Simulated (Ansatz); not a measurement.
# GaNH2F2 (SMILES [NH2][Ga]([F])[F]): SVWN5/cc-pVDZ

What is the electronic atomisation energy of GaNH2F2 at SVWN5/cc-pVDZ? 

The results are computed with Ansatz 0.2.0.

62 further runs of the same task are left out: 1 that didn't finish, 61 set aside as unsound or not needed.

### 1 The system as given

GaNH2F2: 6 atoms, total charge 0, spin state singlet. SMILES: `[NH2][Ga]([F])[F]`. The coordinates come from a PBE0-D4/def2-TZVP relaxation.

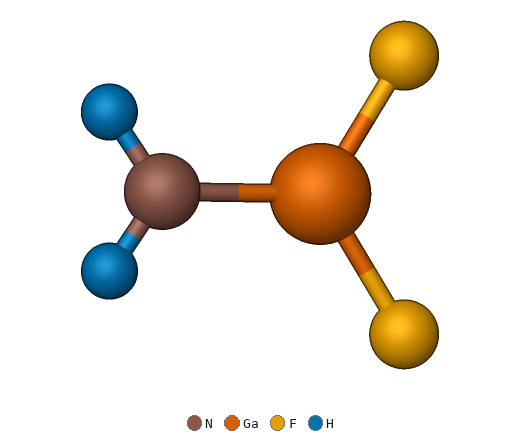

The structure, seen from a chosen angle (nitrogen brown, gallium orange, fluorine amber, hydrogen blue).

### 2 The energy at SVWN5/cc-pVDZ

The input, run.yaml:

```yaml
crystal:
  periodic: [false, false, false]
  atoms:
    - {symbol: N, position_ang: [-0.297500, 0.963700, -0.172700]}
    - {symbol: Ga, position_ang: [0.284200, -0.715300, 0.042000]}
    - {symbol: F, position_ang: [1.685000, -1.101600, 0.997700]}
    - {symbol: F, position_ang: [-0.455300, -2.067700, -0.763400]}
    - {symbol: H, position_ang: [0.025100, 1.704800, 0.425700]}
    - {symbol: H, position_ang: [-1.199500, 1.152100, -0.575400]}
basis:
  gaussian:
    orbitals: cc-pVDZ
output: {orbitals: {seedname: orbitals}}
accuracy: high
hamiltonian:
  xc: {name: SVWN5}
```

Launch:

```bash
$ ansatz run run.yaml --threads 1 --pin off --max-ram 3480MiB --events-out events.jsonl --progress --plain --runs-dir runs
```

Log:

```text
Warning: RAYON_NUM_THREADS=1 ignored (pool sized by the plan → 1); use --threads N
Functional definition: SVWN5
  name "SVWN5"
  exchange = slater_x
  correlation = vwn5_c
1729 factors; integrals over basis functions are off by at most 4.6e-9 eV
mean field evaluation 1: about -59195.7675 eV, gradient 7.9e1 eV
mean field evaluation 2: about -59145.1189 eV, gradient 1.5e2 eV
mean field evaluation 4: about -59206.4962 eV, gradient 2.2e1 eV
mean field evaluation 8: about -59207.3312 eV, gradient 5.6e-1 eV
mean field evaluation 16: about -59207.3319 eV, gradient 3.7e-5 eV
mean field -59207.33189016 eV, -2175.8293147923 hartree, gradient 1.7e-8 eV, S^2 0.000000; 0 other end points of the search recorded, 0 dependent functions left out
reference -59207.33189397 eV, -2175.8293149326 hartree; 29, 29 occupied and 50, 50 virtual orbitals, 1729 factors
Total energy: -59207.33189397 eV, -2175.8293149326 hartree
```

Run time: 3.9 s. Hardware: 1 thread of Arm Neoverse V2, shared host; peak memory 0.18 GiB.

### 3 The F atom, same level

The input, molecule.yaml:

```yaml
crystal:
  periodic: [false, false, false]
  atoms:
    - symbol: F
      position_ang: [0.000000, 0.000000, 0.000000]
basis:
  gaussian:
    orbitals: cc-pVDZ
magnetization:
  spin_polarized: true
  initial_magnetization: 1
hamiltonian:
  xc: {name: SVWN5}
accuracy: high
```

Run the same way, it converges to -99.06020 Eh (log not shown).

### 4 The Ga atom

The input, job.yaml:

```yaml
crystal:
  periodic: [false, false, false]
  atoms:
    - {symbol: Ga, position_ang: [0.000000, 0.000000, 0.000000]}
basis:
  gaussian:
    orbitals: cc-pVDZ
magnetization:
  spin_polarized: true
  initial_magnetization: 1
hamiltonian:
  xc: {name: SVWN5}
accuracy: high
```

Run the same way, it converges to -1921.75031 Eh (log not shown).

### 5 The H atom, same level

The input, molecule.yaml:

```yaml
crystal:
  periodic: [false, false, false]
  atoms:
    - {symbol: H, position_ang: [0.000000, 0.000000, 0.000000]}
basis:
  gaussian: {orbitals: cc-pVDZ}
magnetization: {spin_polarized: true, initial_magnetization: 1}
hamiltonian: {xc: {name: SVWN5}}
accuracy: high
```

Run the same way, it converges to -0.47747 Eh (log not shown).

### 6 The N atom at the same level

The input, run.yaml:

```yaml
crystal:
  periodic: [false, false, false]
  atoms:
    - symbol: N
      position_ang: [0.000000, 0.000000, 0.000000]
basis:
  gaussian:
    orbitals: cc-pVDZ
accuracy: high
hamiltonian:
  xc: {name: SVWN5}
magnetization:
  spin_polarized: true
  initial_magnetization: 3
```

Run the same way, it converges to -54.11518 Eh (log not shown).

### 7 Results

Level: SVWN5/cc-pVDZ.

```
                     quantity           value
       molecule: total energy  -2175.82931 Eh
        molecule: HOMO energy        -6.72 eV
        molecule: LUMO energy        -2.15 eV
      molecule: HOMO–LUMO gap         4.57 eV
         F atom: total energy    -99.06020 Eh
                 F atom: ⟨S²⟩           0.751
        Ga atom: total energy  -1921.75031 Eh
                Ga atom: ⟨S²⟩           0.751
         H atom: total energy     -0.47747 Eh
                 H atom: ⟨S²⟩           0.750
         N atom: total energy    -54.11518 Eh
                 N atom: ⟨S²⟩           3.752
electronic atomisation energy       24.177 eV
```

What this shows: Taking the molecule apart into free atoms costs 24.18 eV (558 kcal/mol), before zero-point energy and without spin-orbit coupling.
